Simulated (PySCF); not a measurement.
# C2H5AlO (SMILES [CH3][Al]1[CH2][O]1) at M06-2X/6-31G(d) (spherical functions)

Aim: the energy change on altering one bond length of C2H5AlO at M06-2X/6-31G* (spherical functions), from 2 runs. 

Program for the calculation: PySCF 2.14.0.

1 further run of the same task is left out (set aside as unsound or not needed).

### Step 1. The structure to begin with

C2H5AlO has 9 atoms, charge 0, and is taken as a singlet. SMILES: `[CH3][Al]1[CH2][O]1`. The shape is that of a PBE0-D4/def2-TZVP optimisation.

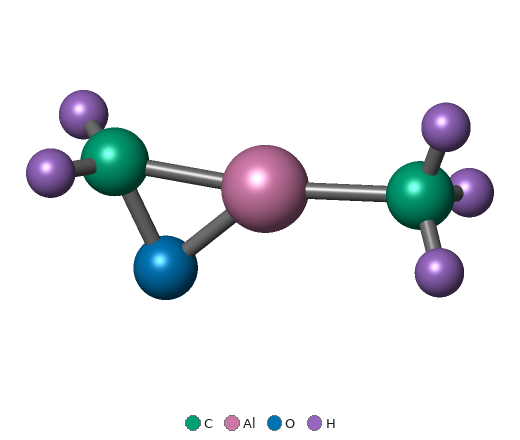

Viewed from a chosen angle; carbon teal, aluminium pink, oxygen blue, hydrogen purple.

### Step 2. The energy at M06-2X/6-31G(d) (spherical functions)

File job.py:

```python
from pyscf import gto, dft

molecule = gto.Mole()
molecule.atom = [
    ('C', (-0.670900, 1.320200, -1.081500)),
    ('Al', (0.051300, -0.076700, 0.044200)),
    ('C', (0.678700, -1.280200, 1.349300)),
    ('O', (0.789300, -1.609500, -0.097900)),
    ('H', (0.039700, 1.575000, -1.872100)),
    ('H', (-0.900200, 2.226000, -0.517500)),
    ('H', (-1.591200, 0.976800, -1.562100)),
    ('H', (0.038500, -1.980500, 1.887700)),
    ('H', (1.653200, -1.197400, 1.832800)),
]
molecule.basis = '6-31g*'
molecule.verbose = 4
molecule.max_memory = 1860
molecule.build()

calc0 = dft.RKS(molecule, xc='m06-2x')
calc0.grids.level = 5
calc0.conv_tol = 1e-10
calc0.kernel()
if not calc0.converged:
    calc0 = calc0.newton().run(calc0.mo_coeff, calc0.mo_occ)

etot = calc0.e_tot
print('Final energy', etot)
```

Launch:

```sh
OMP_NUM_THREADS=1 python job.py
```

Output:

```text
PySCF version 2.14.0

[... 80 lines left out ...]
converged SCF energy = -396.735676437133
Final energy -396.7356764371333
```

It took 28 s on 1 thread of Intel Xeon at 2.70GHz, shared host; peak memory 0.4 GiB.

### Step 3. The distorted shape at the same level

File run.py:

```python
from pyscf import gto, dft

molecule = gto.M(
    atom='''
C     -0.556249     0.867297    -1.363502
Al     0.165951    -0.529603    -0.237802
C      0.793351    -1.733103     1.067298
O      0.903951    -2.062403    -0.379902
H      0.154351     1.122097    -2.154102
H     -0.900200     2.226000    -0.517500
H     -1.476549     0.523897    -1.844102
H      0.153151    -2.433403     1.605698
H      1.767851    -1.650303     1.550798
''',
    charge=0,
    verbose=4,
    basis='6-31g*',
    max_memory=1860,
    spin=0,
)

myscf = dft.RKS(molecule)
myscf.xc = 'm06-2x'
myscf.conv_tol = 1e-10
myscf.grids.level = 5
myscf.kernel()
if not myscf.converged:
    myscf = myscf.newton().run(myscf.mo_coeff, myscf.mo_occ)

e_tot = myscf.e_tot
print('E(%s) = %.9f' % ('M06-2X', e_tot))
```

Launch:

```sh
OMP_NUM_THREADS=1 python run.py
```

Output:

```text
PySCF version 2.14.0

[... 82 lines left out ...]
converged SCF energy = -396.657742493881
E(M06-2X) = -396.657742494
```

Wall time 27 s (1 thread of Intel Xeon at 2.70GHz, shared host); peak memory 0.4 GiB.

### Step 4. Results

At M06-2X/6-31G* (spherical functions):

| quantity | value |
| --- | --- |
| first shape: total energy | -396.73568 Eh |
| first shape: dipole moment | 3.30 D |
| first shape: HOMO energy | -7.25 eV |
| first shape: LUMO energy | 0.20 eV |
| first shape: HOMO–LUMO gap | 7.45 eV |
| distorted shape: total energy | -396.65774 Eh |
| distorted shape: dipole moment | 3.00 D |
| distorted shape: HOMO energy | -7.28 eV |
| distorted shape: LUMO energy | -0.17 eV |
| distorted shape: HOMO–LUMO gap | 7.11 eV |
| energy change with the C1–H6 bond stretched from 1.091 to 1.637 Å | 2.121 eV |

What this shows: With the C1–H6 bond stretched from 1.091 to 1.637 Å the energy rises by 2.12 eV (49 kcal/mol). The first shape isn't relaxed at this level, so the change isn't measured from a minimum.
